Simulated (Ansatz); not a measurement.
# C₂H₅NSi: geometry and vibrations

What shape does C₂H₅NSi take? The plan is to relax it, check the end point by its vibrations and derive ideal-gas thermochemistry, and look at its orbitals and charge.

Method: RKS PBE0-D4/def2-TZVP; program: Ansatz 0.2.0, Gaussian basis.

Levels to be run: relaxation at PBE-D4/def2-SVP; relaxation at PBE0-D4/def2-TZVP; harmonic vibrations at the same level; a single point in def2-TZVPP for the fields.

### 1 The system as given

9 atoms, charge 0, spin multiplicity 1.

Atoms are counted from 1 here; the program's logs count them from 0.

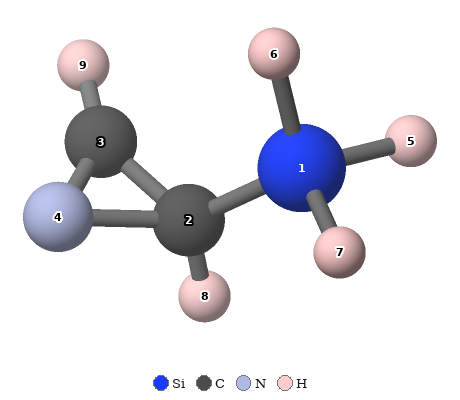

As it starts; silicon blue, carbon dark grey, nitrogen light blue, hydrogen pink; atoms are numbered from 1 in the order of the file.

Coordinates:

```mol
C2H5NSi
  3D, bonds by distance, orders not assigned

  9  9  0  0  0  0  0  0  0  0999 V2000
   -0.4274    0.8251   -0.6810 Si  0  0
    0.3759   -0.6700   -0.1248 C   0  0
    0.4240   -0.8964    1.2531 C   0  0
    1.6463   -0.5274    0.8377 N   0  0
   -1.8346    0.5139   -1.1937 H   0  0
   -0.6527    1.8609    0.4133 H   0  0
    0.2702    1.5231   -1.8133 H   0  0
    0.4937   -1.4782   -0.8197 H   0  0
   -0.2069   -1.1973    2.1114 H   0  0
  1  2  8  0
  2  3  8  0
  3  4  8  0
  1  5  8  0
  1  6  8  0
  1  7  8  0
  2  8  8  0
  3  9  8  0
  2  4  8  0
M  END
```

The start is a force-field geometry with small random shifts, so a cheaper pass at PBE-D4/def2-SVP comes first.

### 2 Relaxation at PBE-D4/def2-SVP (cheap first pass)

The input, in.yaml:

```yaml
crystal:
  periodic: [false, false, false]
  atoms:
    - {symbol: Si, position_ang: [-0.427400, 0.825100, -0.681000]}
    - {symbol: C, position_ang: [0.375900, -0.670000, -0.124800]}
    - {symbol: C, position_ang: [0.424000, -0.896400, 1.253100]}
    - {symbol: N, position_ang: [1.646300, -0.527400, 0.837700]}
    - {symbol: H, position_ang: [-1.834600, 0.513900, -1.193700]}
    - {symbol: H, position_ang: [-0.652700, 1.860900, 0.413300]}
    - {symbol: H, position_ang: [0.270200, 1.523100, -1.813300]}
    - {symbol: H, position_ang: [0.493700, -1.478200, -0.819700]}
    - {symbol: H, position_ang: [-0.206900, -1.197300, 2.111400]}
basis:
  gaussian: {orbitals: def2-SVP}
hamiltonian: {xc: pbe, dispersion: d4}
relax: {f_tol: 0.03, max_steps: 200}
```

Run with:

```console
> ansatz run in.yaml --threads 2 --pin off --events-out ev --progress --plain --max-ram 4352MiB
```

Log, cut to the lines that bear on the results:

```text
Functional definition: PBE
  name "PBE"
  cite "Perdew, Burke & Ernzerhof, Phys. Rev. Lett. 77, 3865 (1996) doi:10.1103/PhysRevLett.77.3865"
  parent pbe
[...]
974 factors; their error is unknown
[...]
mean field -11506.01564526 eV, -422.8382759056 hartree, gradient 4.3e-5 eV, S^2 0.000000; 0 other end points of the search recorded, 0 dependent functions left out
[...]
reference -11506.01567832 eV, -422.8382771206 hartree; 19, 19 occupied and 66, 66 virtual orbitals, 974 factors
relax step   1: F+E_penalty+E_count = -11506.18650362 eV  Δ(F+E_penalty+E_count) = +0.000e0 eV  max|allowed force component| = 4.006e0 eV/Å  Δτ_max = 0.0000 Å  (29 SCF iters, accepted)
[...]
relax step   6: F+E_penalty+E_count = -11506.74863243 eV  Δ(F+E_penalty+E_count) = -7.351e-4 eV  max|allowed force component| = 3.638e-2 eV/Å  Δτ_max = 0.0170 Å  (32 SCF iters, accepted)
[...]
relax step   7: F+E_penalty+E_count = -11506.74876195 eV  Δ(F+E_penalty+E_count) = -1.295e-4 eV  max|allowed force component| = 8.428e-3 eV/Å  Δτ_max = 0.0048 Å  (32 SCF iters, accepted)
974 factors; their error is unknown
[...]
mean field -11506.58203894 eV, -422.8590904898 hartree, gradient 1.2e-5 eV, S^2 0.000000; 1 other end points of the search recorded, 0 dependent functions left out
[...]
reference -11506.58207240 eV, -422.8590917192 hartree; 19, 19 occupied and 66, 66 virtual orbitals, 974 factors
Total energy: -11506.74879540 eV, -422.8652186766 hartree
Atom 0 at    -0.501287     0.915127    -0.761451 Å, force     0.006799     0.003810    -0.002623 eV/Å
Atom 1 at     0.326941    -0.650844    -0.100314 Å, force     0.001651    -0.000702     0.008428 eV/Å
Atom 2 at     0.447585    -0.976855     1.322595 Å, force    -0.005122    -0.007846     0.004239 eV/Å
Atom 3 at     1.537491    -0.494549     0.908769 Å, force     0.004732     0.002494    -0.008001 eV/Å
Atom 4 at    -1.860045     0.584303    -1.323291 Å, force     0.000785    -0.000255     0.000456 eV/Å
Atom 5 at    -0.655247     1.903911     0.361696 Å, force    -0.003426    -0.001237     0.000501 eV/Å
Atom 6 at     0.325239     1.529340    -1.859173 Å, force    -0.003215     0.002171    -0.002294 eV/Å
Atom 7 at     0.454552    -1.484929    -0.821390 Å, force    -0.000339    -0.000686     0.000499 eV/Å
Atom 8 at     0.013269    -1.371804     2.255559 Å, force    -0.001865     0.002251    -0.001205 eV/Å
Dipole moment:    -0.310328    -0.238778     0.132040 e Å
```

It took 9 s on 2 threads of Arm Neoverse V2, shared host.

Along the way:

| step | energy from step 1 (eV) | largest force component (eV/Å) |
| --- | --- | --- |
| 1 | 0.0000 | 4.0058 |
| 2 | -0.4661 | 1.6211 |
| 3 | -0.5488 | 0.8622 |
| 4 | -0.5586 | 0.2581 |
| 5 | -0.5614 | 0.1078 |
| 6 | -0.5621 | 0.0364 |
| 7 | -0.5623 | 0.0084 |

Close pairs (by a distance rule), those that changed most:

| bond | before (Å) | after (Å) | change (Å) |
| --- | --- | --- | --- |
| Si1–C2 | 1.786 | 1.891 | +0.105 |
| C3–N4 | 1.343 | 1.262 | -0.081 |
| C2–C3 | 1.397 | 1.465 | +0.068 |
| C2–H8 | 1.072 | 1.110 | +0.038 |
| Si1–H5 | 1.530 | 1.507 | -0.023 |
| Si1–H6 | 1.524 | 1.504 | -0.019 |
| C2–N4 | 1.600 | 1.584 | -0.017 |
| C3–H9 | 1.107 | 1.102 | -0.005 |

### 3 Optimising with PBE0-D4/def2-TZVP

The input, in.yaml:

```yaml
crystal:
  periodic: [false, false, false]
  atoms:
    - {symbol: Si, position_ang: [-0.501287, 0.915127, -0.761451]}
    - {symbol: C, position_ang: [0.326941, -0.650844, -0.100314]}
    - {symbol: C, position_ang: [0.447585, -0.976855, 1.322595]}
    - {symbol: N, position_ang: [1.537491, -0.494549, 0.908769]}
    - {symbol: H, position_ang: [-1.860045, 0.584303, -1.323291]}
    - {symbol: H, position_ang: [-0.655247, 1.903911, 0.361696]}
    - {symbol: H, position_ang: [0.325239, 1.529340, -1.859173]}
    - {symbol: H, position_ang: [0.454552, -1.484929, -0.821390]}
    - {symbol: H, position_ang: [0.013269, -1.371804, 2.255559]}
basis:
  gaussian: {orbitals: def2-TZVP}
hamiltonian: {xc: pbe0, dispersion: d4}
relax: {f_tol: 0.005, max_steps: 150}
```

Same command.

Log, cut to the lines that bear on the results:

```text
Functional definition: PBE0
  name "PBE0"
  cite "Adamo & Barone, J. Chem. Phys. 110, 6158 (1999) doi:10.1063/1.478522"
  cite "Perdew, Burke & Ernzerhof, Phys. Rev. Lett. 77, 3865 (1996) doi:10.1103/PhysRevLett.77.3865"
  parent pbe
[...]
1003 factors; their error is unknown
[...]
mean field -11514.30634730 eV, -423.1429535863 hartree, gradient 4.3e-5 eV, S^2 0.000000; 0 other end points of the search recorded, 0 dependent functions left out
[...]
reference -11514.30637785 eV, -423.1429547089 hartree; 19, 19 occupied and 141, 141 virtual orbitals, 1003 factors
relax step   1: F+E_penalty+E_count = -11514.44610760 eV  Δ(F+E_penalty+E_count) = +0.000e0 eV  max|allowed force component| = 1.504e0 eV/Å  Δτ_max = 0.0000 Å  (28 SCF iters, accepted)
[...]
Total energy: -11514.49481700 eV, -423.1498797199 hartree
Atom 0 at    -0.493321     0.904974    -0.752896 Å, force     0.000258     0.000861    -0.001525 eV/Å
Atom 1 at     0.326393    -0.645048    -0.106496 Å, force    -0.000609    -0.002604     0.001256 eV/Å
Atom 2 at     0.442887    -0.960599     1.307319 Å, force     0.001149     0.000149    -0.000777 eV/Å
Atom 3 at     1.516090    -0.495381     0.892457 Å, force     0.000297    -0.000025     0.000586 eV/Å
Atom 4 at    -1.833969     0.573222    -1.308825 Å, force     0.000231     0.000112     0.000338 eV/Å
Atom 5 at    -0.647884     1.871308     0.365692 Å, force    -0.000677    -0.000266    -0.000710 eV/Å
Atom 6 at     0.319871     1.521054    -1.834381 Å, force     0.000042     0.000740     0.000685 eV/Å
Atom 7 at     0.447261    -1.474664    -0.804340 Å, force    -0.000786     0.000841     0.000197 eV/Å
Atom 8 at     0.011172    -1.341167     2.224469 Å, force     0.000095     0.000192    -0.000051 eV/Å
Dipole moment:    -0.340409    -0.253604     0.130690 e Å
```

Wall time 18 s (2 threads of Arm Neoverse V2, shared host).

Along the way:

| step | energy from step 1 (eV) | largest force component (eV/Å) |
| --- | --- | --- |
| 1 | 0.0000 | 1.5037 |
| 2 | -0.0440 | 0.4692 |
| 3 | -0.0484 | 0.0641 |
| 4 | -0.0486 | 0.0402 |
| 5 | -0.0487 | 0.0106 |
| 6 | -0.0487 | 0.0026 |

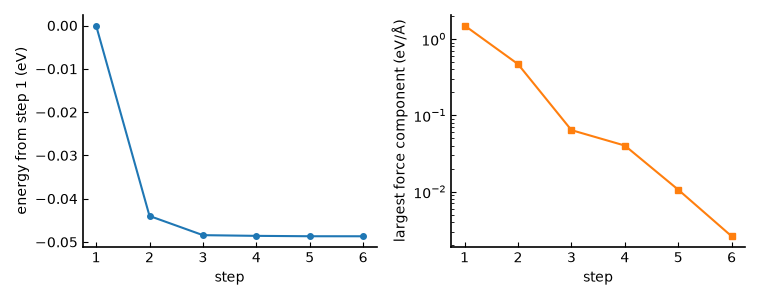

Energy and largest force along the relaxation.

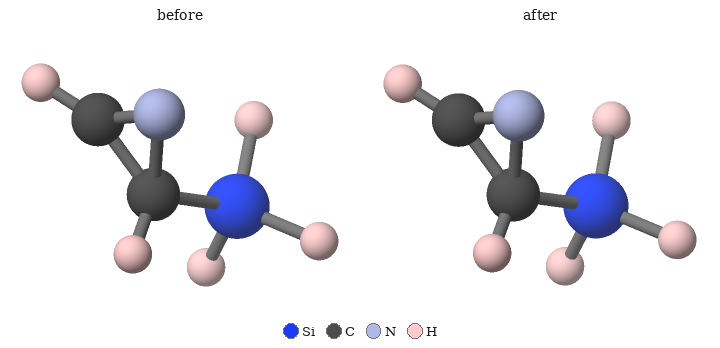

Before and after, at one scale.

Distances of close pairs at the start and the end, largest changes first:

| bond | before (Å) | after (Å) | change (Å) |
| --- | --- | --- | --- |
| C2–N4 | 1.584 | 1.561 | -0.023 |
| Si1–C2 | 1.891 | 1.869 | -0.022 |
| C3–N4 | 1.262 | 1.241 | -0.021 |
| C3–H9 | 1.102 | 1.083 | -0.020 |
| C2–H8 | 1.110 | 1.091 | -0.019 |
| Si1–H7 | 1.505 | 1.487 | -0.018 |
| Si1–H5 | 1.507 | 1.489 | -0.018 |
| Si1–H6 | 1.504 | 1.486 | -0.018 |

Mulliken charges of the relaxed molecule (report file):

| atom | value (e) |
| --- | --- |
| Si1 | 0.17 |
| C2 | -0.18 |
| C3 | -0.01 |
| N4 | -0.19 |
| H5 | -0.03 |
| H6 | -0.02 |
| H7 | -0.02 |
| H8 | 0.12 |
| H9 | 0.16 |

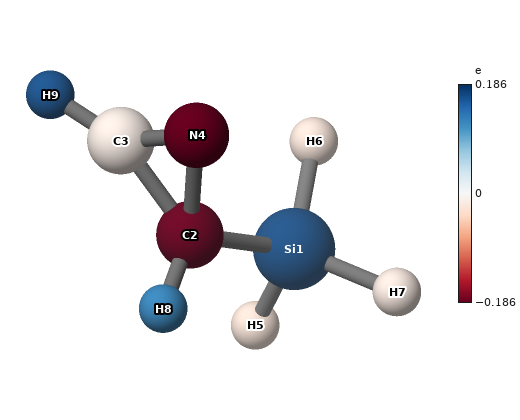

Mulliken charges of the relaxed molecule (report file), as colours on the atoms.

### 4 Force constants and modes

The input, in.yaml:

```yaml
crystal:
  periodic: [false, false, false]
  atoms:
    - {symbol: Si, position_ang: [-0.493321, 0.904974, -0.752896]}
    - {symbol: C, position_ang: [0.326393, -0.645048, -0.106496]}
    - {symbol: C, position_ang: [0.442887, -0.960599, 1.307319]}
    - {symbol: N, position_ang: [1.516090, -0.495381, 0.892457]}
    - {symbol: H, position_ang: [-1.833969, 0.573222, -1.308825]}
    - {symbol: H, position_ang: [-0.647884, 1.871308, 0.365692]}
    - {symbol: H, position_ang: [0.319871, 1.521054, -1.834381]}
    - {symbol: H, position_ang: [0.447261, -1.474664, -0.804340]}
    - {symbol: H, position_ang: [0.011172, -1.341167, 2.224469]}
basis:
  gaussian: {orbitals: def2-TZVP}
hamiltonian: {xc: pbe0, dispersion: d4}
phonons: {temperatures: {t_min: 298.15, t_max: 900, t_step: 200}}
```

The command is unchanged.

Log, cut to the lines that bear on the results:

```text
Functional definition: PBE0
  name "PBE0"
  cite "Adamo & Barone, J. Chem. Phys. 110, 6158 (1999) doi:10.1063/1.478522"
  cite "Perdew, Burke & Ernzerhof, Phys. Rev. Lett. 77, 3865 (1996) doi:10.1103/PhysRevLett.77.3865"
  parent pbe
[...]
1003 factors; their error is unknown
[...]
mean field -11514.35405583 eV, -423.1447068424 hartree, gradient 4.0e-5 eV, S^2 0.000000; 0 other end points of the search recorded, 0 dependent functions left out
[...]
reference -11514.35408610 eV, -423.1447079545 hartree; 19, 19 occupied and 141, 141 virtual orbitals, 1003 factors
[...]
1003 factors; their error is unknown
mean field -11514.35395001 eV, -423.1447029533 hartree, gradient 2.1e-6 eV, S^2 0.000000; 0 other end points of the search recorded, 0 dependent functions left out
[...]
reference -11514.35398026 eV, -423.1447040652 hartree; 19, 19 occupied and 141, 141 virtual orbitals, 1003 factors
[...]
Atom 1 at     0.326393    -0.645048    -0.106496 Å, force    -0.000598    -0.002608     0.001256 eV/Å
Atom 2 at     0.442887    -0.960599     1.307319 Å, force     0.001109     0.000161    -0.000762 eV/Å
Atom 3 at     1.516090    -0.495381     0.892457 Å, force     0.000315    -0.000019     0.000575 eV/Å
Atom 4 at    -1.833969     0.573222    -1.308825 Å, force     0.000236     0.000115     0.000348 eV/Å
Atom 5 at    -0.647884     1.871308     0.365692 Å, force    -0.000685    -0.000266    -0.000694 eV/Å
Atom 6 at     0.319871     1.521054    -1.834381 Å, force     0.000031     0.000734     0.000689 eV/Å
Atom 7 at     0.447261    -1.474664    -0.804340 Å, force    -0.000784     0.000828     0.000205 eV/Å
Atom 8 at     0.011172    -1.341167     2.224469 Å, force     0.000103     0.000183    -0.000064 eV/Å
Dipole moment:    -0.340408    -0.253603     0.130691 e Å
Vibrations: 90.15 240.26 260.03 573.69 646.72 719.57 731.56 845.16 921.15 935.54 948.61 1011.23 1045.47 1255.05 1312.06 1785.94 2216.40 2225.90 2233.31 3094.00 3226.42 cm⁻¹, zero-point energy 1.631522 eV
```

Wall time 98 s (2 threads of Arm Neoverse V2, shared host).

Motions are named by where the mode's potential energy lies. The modes, unscaled (a negative number is an imaginary wavenumber):

| mode | cm⁻¹ | motion |
| --- | --- | --- |
| 1 | 90 | torsion |
| 2 | 240 | bend with torsion |
| 3 | 260 | bend |
| 4 | 574 | Si–C stretch with bend |
| 5 | 647 | bend |
| 6 | 720 | bend |
| 7 | 732 | bend with Si–C stretch |
| 8 | 845 | out-of-plane bend |
| 9 | 921 | bend |
| 10 | 936 | bend with torsion |
| 11 | 949 | bend with torsion |
| 12 | 1011 | bend with torsion |
| 13 | 1045 | bend |
| 14 | 1255 | bend with C–C stretch |
| 15 | 1312 | bend |
| 16 | 1786 | C–N stretch |
| 17 | 2216 | Si–H stretch |
| 18 | 2226 | Si–H stretch |
| 19 | 2233 | Si–H stretch |
| 20 | 3094 | C–H stretch |
| 21 | 3226 | C–H stretch |

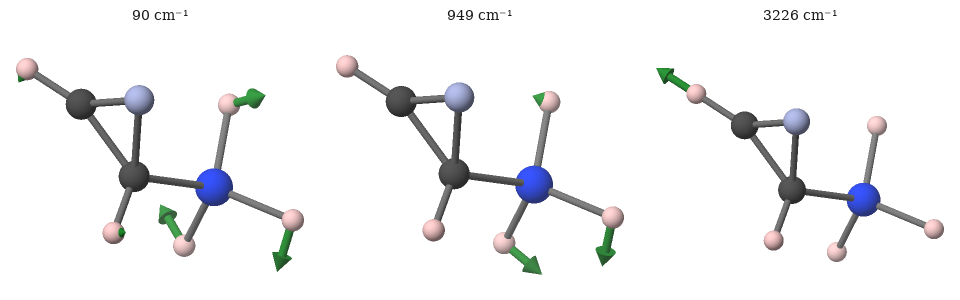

Displacements of 3 modes, as arrows.

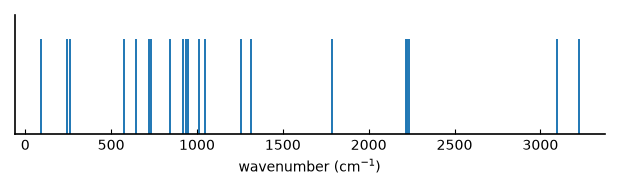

The harmonic wavenumbers as sticks (no intensities were computed).

Ideal gas, rigid rotor and harmonic oscillator at 298.15 K and 1 bar, with symmetry number 1:

| term | value |
| --- | --- |
| zero-point energy | 157.4 kJ/mol |
| H(298) − E | 174.0 kJ/mol |
| entropy, translation | 162.0 J/(mol K) |
| entropy, rotation | 103.3 J/(mol K) |
| entropy, vibration | 39.0 J/(mol K) |
| entropy, total | 304.3 J/(mol K) |

### 5 Orbitals, density and potential

in.yaml, as its differences from that of step 4:

```diff
@@ -13,4 +13,4 @@
 basis:
-  gaussian: {orbitals: def2-TZVP}
+  gaussian: {orbitals: def2-TZVPP}
 hamiltonian: {xc: pbe0, dispersion: d4}
-phonons: {temperatures: {t_min: 298.15, t_max: 900, t_step: 200}}
+output: {orbitals: {seedname: orbitals}}
```

Same command.

Log:

```text
Functional definition: PBE0
  name "PBE0"
  cite "Adamo & Barone, J. Chem. Phys. 110, 6158 (1999) doi:10.1063/1.478522"
  cite "Perdew, Burke & Ernzerhof, Phys. Rev. Lett. 77, 3865 (1996) doi:10.1103/PhysRevLett.77.3865"
  parent pbe
  parameter a = 0.25
  parameter kappa = 0.804
  parameter beta = 0.06672455060314922
  exchange = (1 - a)*pbe_x(kappa = kappa, mu = beta*pi^2/3) + a*exact_x
  correlation = pbe_c(beta = beta)
1101 factors; their error is unknown
mean field evaluation 1: about -11509.9503 eV, gradient 4.4e1 eV
mean field evaluation 2: about -11507.0645 eV, gradient 5.6e1 eV
mean field evaluation 4: about -11514.3136 eV, gradient 5.2e0 eV
mean field evaluation 8: about -11514.3866 eV, gradient 4.6e-1 eV
mean field evaluation 16: about -11514.3869 eV, gradient 1.9e-5 eV
mean field -11514.38685231 eV, -423.1459120907 hartree, gradient 1.9e-5 eV, S^2 0.000000; 0 other end points of the search recorded, 0 dependent functions left out
reference -11514.38688244 eV, -423.1459131978 hartree; 19, 19 occupied and 186, 186 virtual orbitals, 1101 factors
Total energy: -11514.52761172 eV, -423.1510849034 hartree
```

Wall time 2.3 s (2 threads of Arm Neoverse V2, shared host).

The fields below are evaluated on a grid from the run's orbitals.

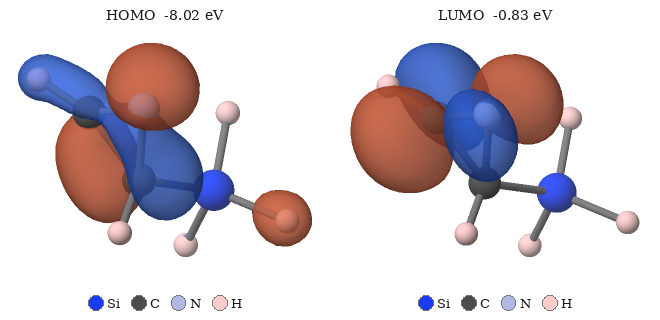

Frontier orbitals at PBE0-D4/def2-TZVPP; each surface holds 70 % of the orbital's density, blue and red mark the sign.

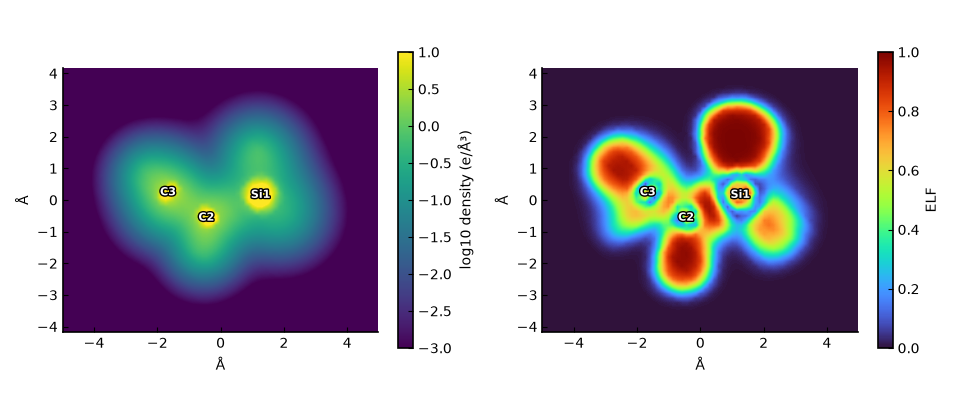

Density (left) and ELF (right) in a plane through or near 3 of the atoms.

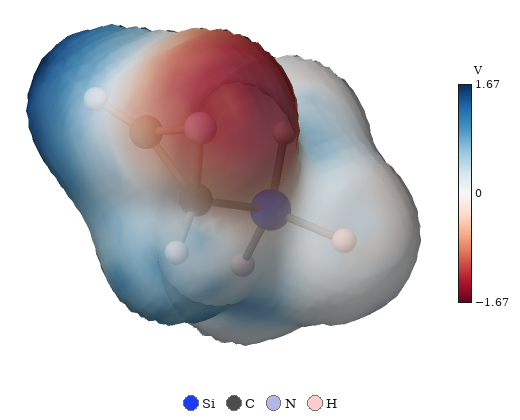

Electrostatic potential on the surface of density 0.002 e/bohr³; red is low, blue high. It runs, from the 1st to the 99th percentile, from -1.45 V near N4 to 1.67 V near H9.

### 6 Results

| quantity | value |
| --- | --- |
| point group | C1 |
| steps | 7 + 6 |
| shift from the start (rms) | 0.130 Å |
| total energy | -11514.4948 eV |
| dispersion term | -141 meV |
| dipole moment | 2.13 D |
| lowest, highest wavenumber | 90, 3226 cm⁻¹ |
| zero-point energy | 157.4 kJ/mol |
| entropy at 298.15 K | 304.3 J/(mol K) |
| HOMO, LUMO | -8.02, -0.83 eV |

In words: The relaxed geometry lies 0.13 Å (rms) from the start; the bond that changed most is C3–N4, from 1.343 to 1.241 Å. No mode is imaginary: a true minimum at this level. The stiffest mode, 3226 cm⁻¹, is a C–H stretch. Harmonic hybrid wavenumbers usually lie a few per cent above measured fundamentals. The largest Mulliken charge, -0.19 e, sits on N4. The HOMO lies mostly on N4 37 %; C2 30 % and the LUMO on N4 37 %; C3 36 %.
